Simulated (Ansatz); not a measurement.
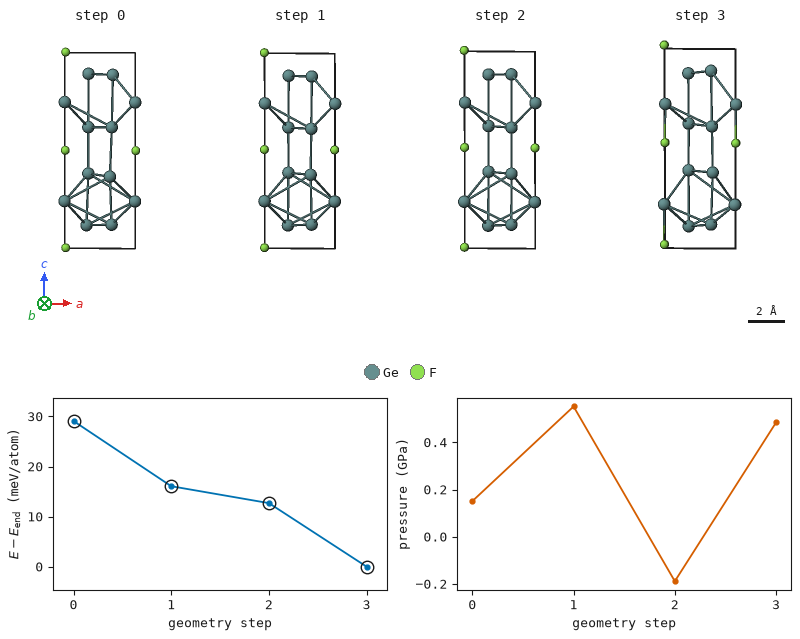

Frames of a relaxation of solid Ge5F (a generated structure, set up in P1) (coarse preliminary run), marked on the history of the run. Style: ball-and-stick. Shown: the cell of the calculation, along the b axis.

The calculation used DFT PBE, scalar-relativistic, plane waves, PAW (Ansatz). (plane-wave cutoff 420 eV; k-point mesh 6 × 6 × 2; occupations gaussian; smearing width 0.2 eV; no spin polarisation; cell and atoms relaxed; force threshold 0.025 eV/Å; at most 60 steps)

Describe the path.

The run was cut off at its time limit before the relaxation converged, so the last structure is only a point on the way. The energy falls by 29.1 meV per atom in 3 geometry steps. The largest force component goes from 0.52 to 0.4 eV/Å. The pressure goes from 0.15 to 0.48 GPa. The atom that moves furthest relative to the cell is an F atom (0.32 Å roughly along +c). By element the largest moves are F 0.32 Å, Ge 0.27 Å. Cell: a 4.658 → 4.647 Å (−0.2 %), b 4.736 → 4.685 Å (−1.1 %), c 11.088 → 11.301 Å (+1.9 %), α 90.6° → 90.1°, β 89.9° → 90.3°, γ 121.0° → 120.1°. Volume +1.5 %. Among the contacts that change: F–Ge 2.732 → 2.202 Å, Ge–Ge 2.922 → 3.294 Å, F–Ge 2.644 → 2.283 Å, Ge–Ge 3.091 → 3.352 Å. Among the angles between lasting bonds that change: Ge–Ge–Ge 124.8° → 116.8°, Ge–Ge–Ge 87.5° → 95.3°, Ge–Ge–Ge 95.1° → 87.5°. The space group stays P1 (No. 1). From step 0 to 1: a Ge atom moves most (0.13 Å), volume −1.1 %, energy −13.0 meV per atom. From step 1 to 2: an F atom moves most (0.08 Å), volume +1.3 %, energy −3.4 meV per atom. From step 2 to 3: an F atom moves most (0.20 Å), volume +1.4 %, energy −12.7 meV per atom.
